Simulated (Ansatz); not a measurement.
CH₆AlNS (SMILES NC[S][AlH2])

Input

```
crystal:
  periodic: [false, false, false]
  atoms:
    - {symbol: N, position_ang: [-0.639641, 1.524242, 0.837460]}
    - {symbol: C, position_ang: [-0.122242, 0.187362, 0.965408]}
    - {symbol: S, position_ang: [-1.103806, -0.972010, -0.059794]}
    - {symbol: Al, position_ang: [0.321037, -1.476272, -1.614261]}
    - {symbol: H, position_ang: [-0.442744, 1.907272, -0.078227]}
    - {symbol: H, position_ang: [-0.231856, 2.135482, 1.534317]}
    - {symbol: H, position_ang: [-0.251904, -0.141341, 1.997836]}
    - {symbol: H, position_ang: [0.935592, 0.063110, 0.701285]}
    - {symbol: H, position_ang: [-0.126122, -2.498910, -2.732718]}
    - {symbol: H, position_ang: [1.744787, -0.780133, -1.548407]}
basis:
  gaussian: {orbitals: def2-TZVPP}
hamiltonian: {xc: pbe0, dispersion: d4}
output: {orbitals: {seedname: orbitals}}
```

Run with:

```sh
ansatz run in.yaml --threads 2 --pin off --events-out ev --progress --plain --max-ram 4352MiB
```

Geometry: PBE0-D4/def2-TZVP.

Computed with RKS PBE0-D4/def2-TZVPP (Ansatz).

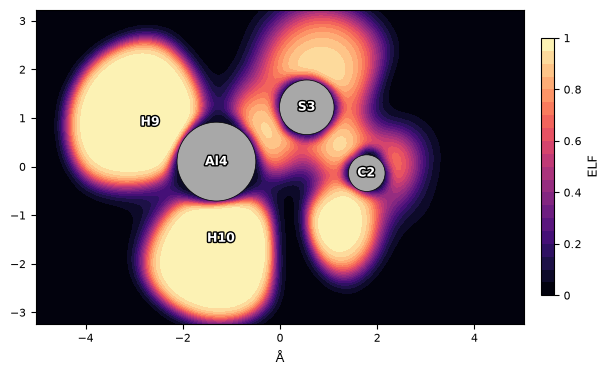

Figure 1. ELF on the plane of atoms H9, Al4 and H10. Grey discs cover the atomic cores.

Question: Read the bonding off the picture.

Answer: The plane passes through C, S, Al and H nuclei.
C–S (1.83 Å): the ELF peaks at about 0.90 between the atoms, as expected for a shared electron pair.
Al–S (2.17 Å): the ELF peaks at about 0.90 in the valence shell of S, 0.9 Å from its nucleus, and is about 0.90 at the midpoint.
Al–H (1.58 Å): the ELF climbs to about 1 towards the hydrogen.
The ELF also peaks beside S3, away from the bonds: lone-pair regions.

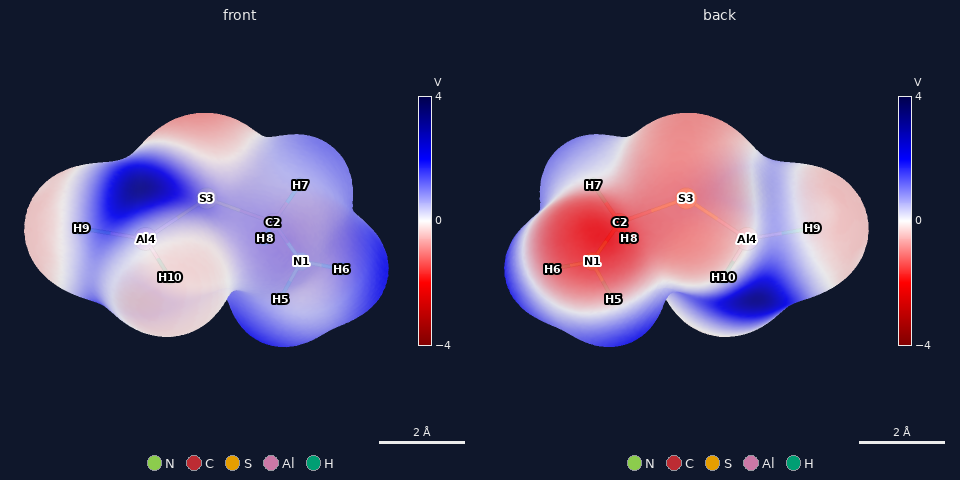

Figure 2. The molecular electrostatic potential painted on the density surface at 0.002 e/bohr³, seen from the front and from behind; the colour scale runs from red (negative) to blue (positive).

Question: Describe the electrostatic potential map.

Answer: The most negative region (about −1.8 V) lies over N1, the most positive (about +3.0 V) over Al4. N1 is the likeliest acceptor of a hydrogen bond.

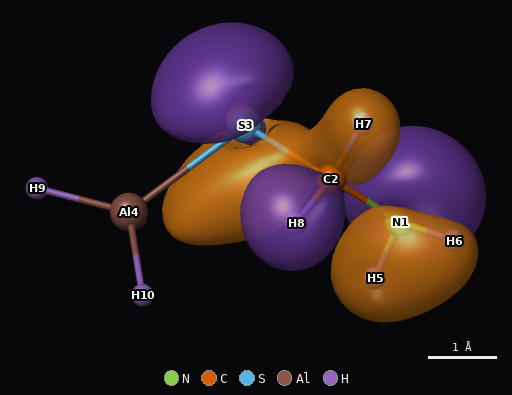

Figure 3. The HOMO at ±0.1 Å⁻³ᐟ² (orange and purple are the two phases), seen across its widest extent.

Question: What is the character of this orbital?

Answer: By Hirshfeld shares it lies mainly on N1 (about 45 %), S3 (about 30 %) and C2 (about 10 %); largely a combination of lone pairs on N1 and S3. Its energy is −7.13 eV.
